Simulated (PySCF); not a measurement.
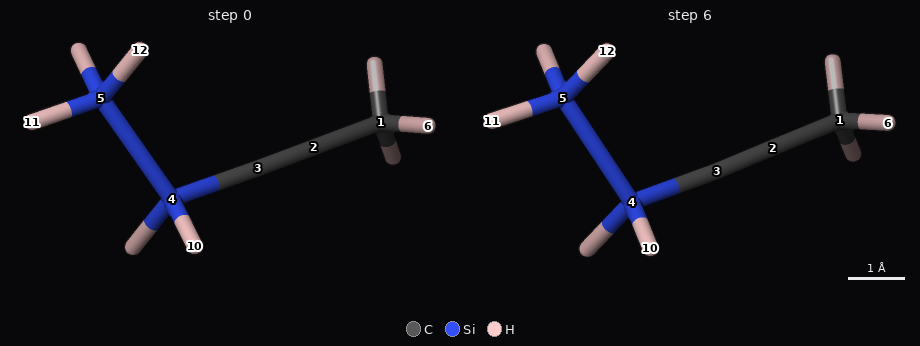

The structure of C₃H₈Si₂ before (left) and after (right) a relaxation, at one scale.

The picture is a stick view, seen at a tilt.

The start comes from GFN2-xTB.

Computed with PBE0-D3(BJ)/def2-SVP geometry optimisation, gas phase in PySCF 2.14.0, density-fitted response routines. 

Q: Describe what moved and what it gained.

A: After 6 geometry steps the energy has fallen by 2.50 kcal/mol. Largest force component: 1.6 eV/Å at the start, 0.011 eV/Å at the end. The largest move after the best rigid fit is that of an H atom, 0.14 Å. Largest moves by element: H 0.14 Å, Si 0.06 Å, C 0.05 Å. Among the contacts that change: Si–Si 2.309 → 2.346 Å, H–Si 1.472 → 1.496 Å, C–Si 1.845 → 1.826 Å, C–C 1.206 → 1.220 Å. Bond angles that change, for instance: C–Si–H 106.1° → 109.9°, Si–Si–H 113.1° → 110.0°, H–Si–H 106.5° → 108.9°. The run took about 60 core-seconds on a shared host.
